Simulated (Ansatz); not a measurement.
System: B3As4.

Input file:

```
crystal:
  lattice:
    - [5.2272413729, 0.0, 0.0]
    - [-2.6136206864, 4.5269238207, 0.0]
    - [0.0, 0.0, 5.5511004816]
  atoms:
    - { symbol: B, position: [0.2165871717, 0.7834128283, 0.7451087601] }
    - { symbol: B, position: [0.2165871717, 0.4331743433, 0.7451087601] }
    - { symbol: B, position: [0.5668256567, 0.7834128283, 0.7451087601] }
    - { symbol: As, position: [0.4998649863, 0.5001350137, 0.4361470199] }
    - { symbol: As, position: [0.4998649863, -0.0002700274, 0.4361470199] }
    - { symbol: As, position: [1.0002700274, 0.5001350137, 0.4361470199] }
    - { symbol: As, position: [0.0, 0.0, 0.9177766901] }
basis:
  ecutwfc: 420
kpoints:
  mp_grid: { grid: [6, 6, 6] }
  band_path:
    path:
      - [[0.0, 0.0, 0.0], [0.5, 0.0, 0.0], [0.33333333, 0.33333333, 0.0], [0.0, 0.0, 0.0], [0.0, 0.0, 0.5], [0.5, 0.0, 0.5], [0.33333333, 0.33333333, 0.5], [0.0, 0.0, 0.5]]
      - [[0.5, 0.0, 0.5], [0.5, 0.0, 0.0]]
      - [[0.33333333, 0.33333333, 0.5], [0.33333333, 0.33333333, 0.0]]
    npoints: 14
hamiltonian:
  xc: pbe
scf:
  occupations: { method: gaussian, width: 0.1 }
  n_extra_bands: 17
output:
  forces: true
  stress: true
  eigenvalues: true
  populations: true
  dos: { projected: true, de: 0.02, nscf_kmesh: { grid: [8, 8, 8] } }
  bader: true
  write_density: true
  write_potential: true
  elf: true
  volumetric_format: npy
```

Launched as:

```sh
ansatz run input.yaml --threads 1 --pin off --max-ram 2560MiB --backend cpu --events-out ev --progress --plain --runs-dir out
```

Below, planes, directions and counts refer to the conventional cell (a = 5.23 Å, b = 5.23 Å, c = 5.55 Å, α = 90.00°, β = 90.00°, γ = 120.00°).

Space group P3m1; a generated structure, not necessarily the stable one; computed without spin polarisation.

These are results of Ansatz 0.2.0, DFT PBE, scalar-relativistic, plane waves, PAW, not measurements.

**What can the converged valence pseudo-density and electron localisation function tell about the bonding?**

B–B (1.83 Å): the density is about 0.71 e/Å³ at the midpoint; the ELF peaks at about 0.80 between the atoms.
B–As (2.18 Å): the density is about 0.65 e/Å³ at the midpoint; the ELF peaks at about 0.95 between the atoms.
As–As (2.62 Å): ρ at the midpoint is about 0.39 e/Å³; the ELF peaks at about 0.65 between the atoms.
Bader's partition of the density gives B −0.06 and As −0.02 to +0.07 e.

**Which way does charge flow, and how much by Bader's partition?**

Very little charge moves. Bader charges: B −0.06 and As −0.02 to +0.07 e.

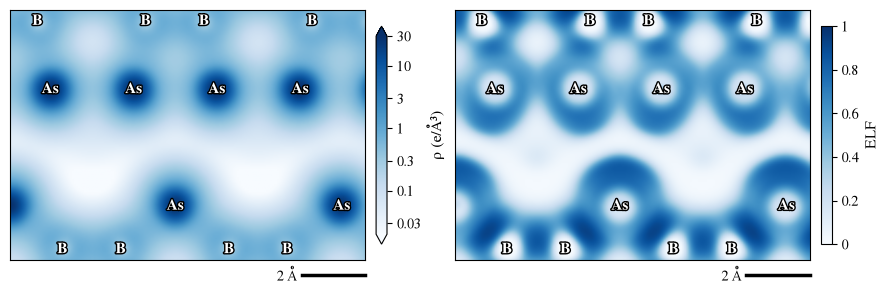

Computed valence pseudo-density and electron localisation function on the (011̄) plane of the conventional cell, in this order. 

Core electrons are frozen (PAW), and the valence fields are smoothed inside the atomic spheres.
